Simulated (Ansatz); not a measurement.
AlBOP (SMILES [Al][O][B-]#P) (charge −1)

Input file:

```
basis:
  gaussian:
    orbitals: def2-TZVPD
crystal:
  periodic: [false, false, false]
  atoms:
    - {symbol: Al, position_ang: [0.000000, 0.000000, -2.375568]}
    - {symbol: B, position_ang: [0.000000, 0.000000, 0.673189]}
    - {symbol: O, position_ang: [0.000000, 0.000000, -0.671299]}
    - {symbol: P, position_ang: [0.000000, 0.000000, 2.373678]}
total_charge: -1
hamiltonian:
  xc: pbe0
output:
  forces: true
  orbitals: {seedname: orbitals}
```

Run with:

```sh
ansatz run input.yaml --threads 1 --pin off --max-ram 2610MiB --events-out events.jsonl --progress --plain --runs-dir runs
```

Geometry: PBE0-D3(BJ)/def2-SVPD.

Method: isolated molecule in a Gaussian basis; Kohn-Sham density functional theory, functional PBE0 in Ansatz.

Question: Predict the electron density and electron localisation function between the atoms.

Answer: B–O (1.34 Å): the density is about 2.1 e/Å³ at the midpoint; the ELF peaks at about 0.85 between the atoms, as expected for a short, strongly polar bond.
B–P (1.70 Å): the density is about 1.2 e/Å³ at the midpoint; the ELF peaks at about 0.85 between the atoms; localised, covalent bonding.
Al–O (1.70 Å): the density is about 0.83 e/Å³ at the midpoint; the ELF peaks at about 0.85 in the valence shell of O, 0.6 Å from its nucleus, and is about 0.40 at the midpoint.

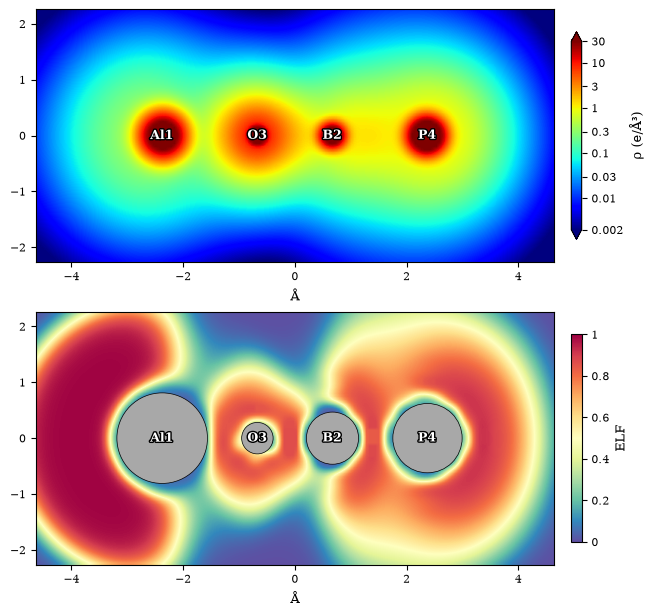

Computed electron density and electron localisation function on a plane that holds the molecular axis, in this order. Grey discs cover the atomic cores in the ELF map. 
